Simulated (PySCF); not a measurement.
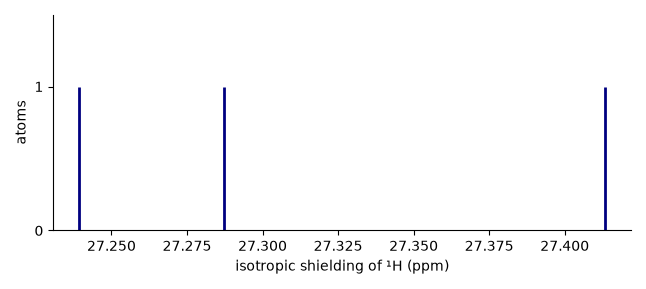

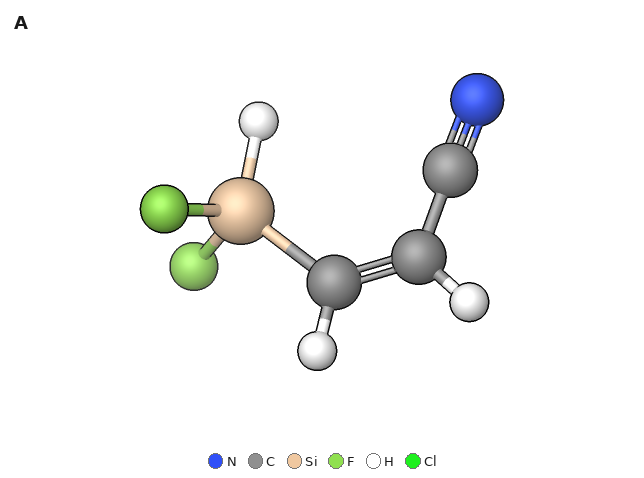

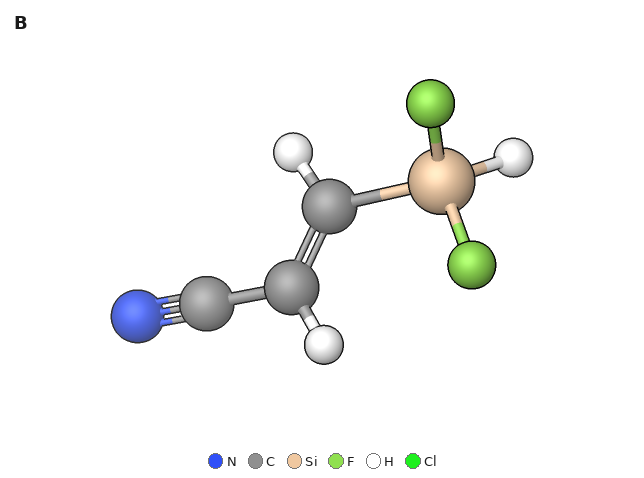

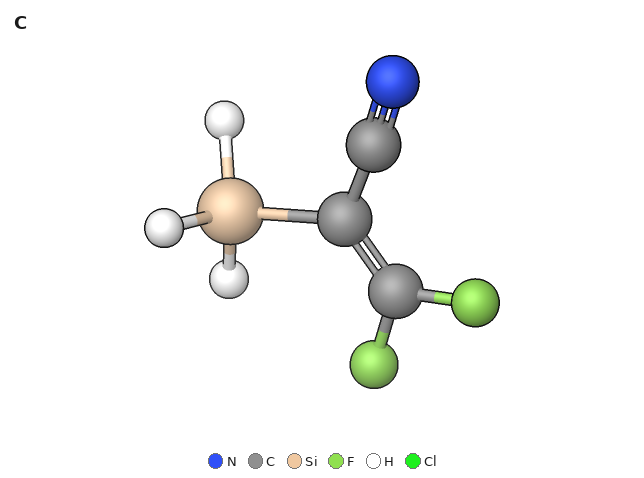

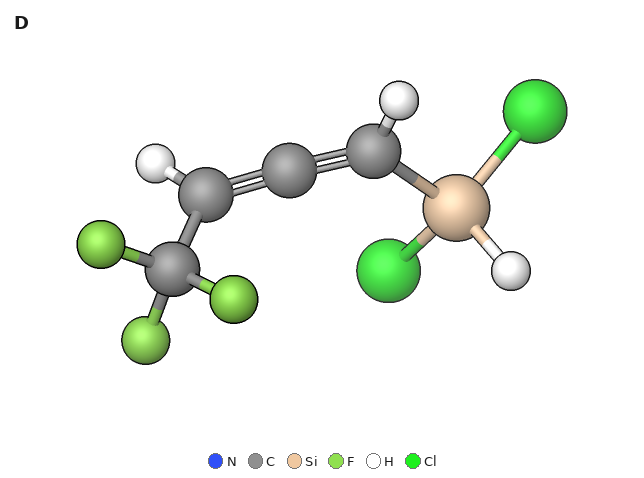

The sticks are computed shieldings of one of the molecules, for one fixed geometry (GFN2-xTB) without averaging over rotations. Low shielding means a high chemical shift. Method: GIAO PBE0/pcSseg-1 NMR shielding, non-relativistic, gas phase (PySCF 2.14.0).

> Match the spectrum to a structure.

C, `N#CC([SiH3])=C(F)F`. Its 3 H atoms give lines at 27.24, 27.29, 27.41 ppm.

The geometry is semi-empirical. Around Si such bond lengths and angles can be off by a tenth of an ångström or more and by several degrees, and values that hang on the shape move with them.
